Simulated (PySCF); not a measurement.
**Run report: SiH₃SCl, excited-state calculation**

SiH₃SCl, computed with TDDFT PBE0/def2-SVPD, vertical, gas phase, core orbitals frozen in the response (PySCF 2.14.0).

The geometry comes from this level: PBE0-D3(BJ)/def2-SVP.

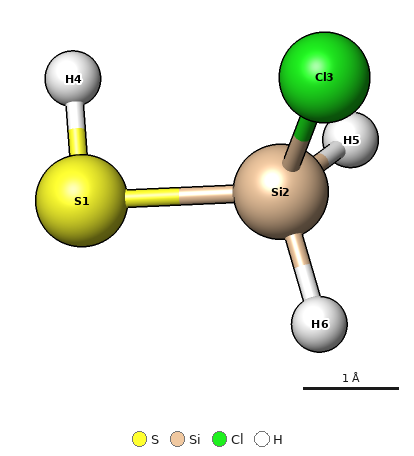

Fig. 1: The structure as given in the input (ball-and-stick view, seen at a tilt; atoms are numbered from 1 in the order of the input).

### Input file
```
{"job": {"xc": "PBE0", "basis": "def2-SVPD", "nstates": 8, "ntriplets": 0, "kind": "uv"}, "charge": 0, "multiplicity": 1}
S      1.476048    -0.217889    -0.840407
Si    -0.481052    -0.176762     0.002586
Cl    -1.241725     1.740820     0.150725
H      2.066337     0.367189     0.226222
H     -0.488269    -0.753107     1.373180
H     -1.328217    -0.958261    -0.933882
```

The first line tells a small driver script what to run in PySCF; the rest is the geometry in Å.

Run on 1 CPU thread, shared host.

Launch command:
```bash
OMP_NUM_THREADS=1 python <driver script> task.json out
```

### What the program printed
```
coarse grid: 6736 points
cycle   1  E = -1148.8625428680  dE =  7.206e-02  |g| = 2.617e-01  |ddm| = 2.679e+00
cycle   2  E = -1148.8577412814  dE =  4.802e-03  |g| = 2.943e-01  |ddm| = 8.185e-01
cycle   3  E = -1148.8844937334  dE = -2.675e-02  |g| = 2.261e-02  |ddm| = 4.366e-01
cycle   4  E = -1148.8846464036  dE = -1.527e-04  |g| = 9.317e-03  |ddm| = 4.508e-02
cycle   5  E = -1148.8846758497  dE = -2.945e-05  |g| = 1.436e-03  |ddm| = 1.709e-02
cycle   6  E = -1148.8846765403  dE = -6.906e-07  |g| = 3.881e-04  |ddm| = 3.050e-03
final grid: 51536 points
cycle   7  E = -1148.9998019176  dE = -6.677e-06  |g| = 3.210e-03  |ddm| = 2.855e-02
cycle   8  E = -1148.9998013973  dE =  5.203e-07  |g| = 3.359e-03  |ddm| = 1.017e-02
cycle   9  E = -1148.9998049965  dE = -3.599e-06  |g| = 2.011e-04  |ddm| = 5.401e-03
cycle  10  E = -1148.9998050108  dE = -1.429e-08  |g| = 4.225e-05  |ddm| = 3.329e-04
cycle  11  E = -1148.9998050114  dE = -5.584e-10  |g| = 1.485e-05  |ddm| = 7.509e-05
```

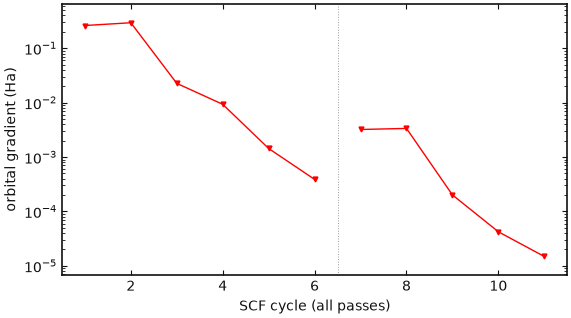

Fig. 2: Convergence of the self-consistent field: orbital gradient against the SCF cycle. The dotted line marks the change from a coarse to the final integration grid. The first 6 cycles use a coarse grid, the final grid takes over at cycle 7, and the field converges after 11 cycles in all.

```
converged SCF energy = -1148.9998050114

Static polarisability (au): isotropic 62.489, principal 53.343 59.522 74.602

Singlet excitations
state   eV       nm        f      main configurations
  1   6.1324    202.2   0.00123   H->L 0.72, H->L+1 0.17
  2   6.4075    193.5   0.04329   H->L+1 0.81, H->L 0.14
  3   6.8828    180.1   0.02941   H->L+2 0.82, H->L 0.08
  4   7.4267    166.9   0.01556   H-1->L 0.41, H-2->L 0.22, H->L+3 0.11
  5   7.4706    166.0   0.00333   H->L+3 0.77, H-2->L 0.09
  6   7.5479    164.3   0.03220   H-2->L 0.49, H-1->L 0.33
  7   7.6872    161.3   0.03202   H-1->L+1 0.83
  8   7.8160    158.6   0.02538   H-2->L+1 0.54, H-1->L+2 0.15, H->L+5 0.10
```

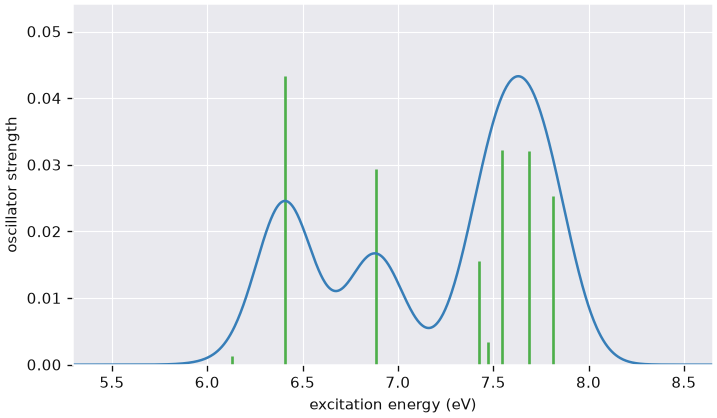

Fig. 3: Computed excitations as sticks (degenerate states added up, dark ones marked on the axis), with a Gaussian envelope of 0.35 eV full width at half maximum, scaled to the tallest. Of the 8 states the lowest lies at 6.13 eV (f = 0.001); the strongest line is at 6.41 eV, or 193 nm (f = 0.043).

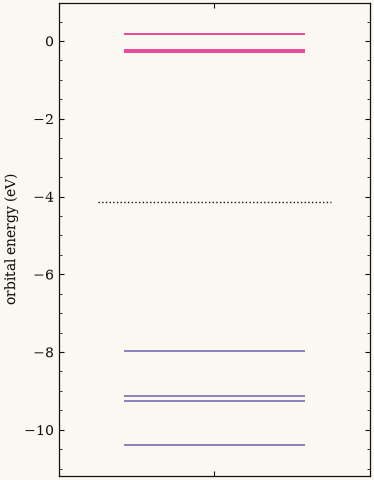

Fig. 4: Orbital energies near the frontier; the dotted line parts filled from empty levels, and levels within 0.02 eV of each other stand side by side. Highest filled −7.98 eV, lowest empty −0.29 eV, 7.69 eV apart.

### Key numbers

- outcome: converged
- total energy: −1148.999805 hartree
- HOMO: −7.98 eV
- LUMO: −0.29 eV
- dipole moment: 1.18 D
- mean polarisability: 62.49 a.u.
- lowest excitation: 6.13 eV
- wall time: 5.6 s
- peak memory: 0.44 GiB
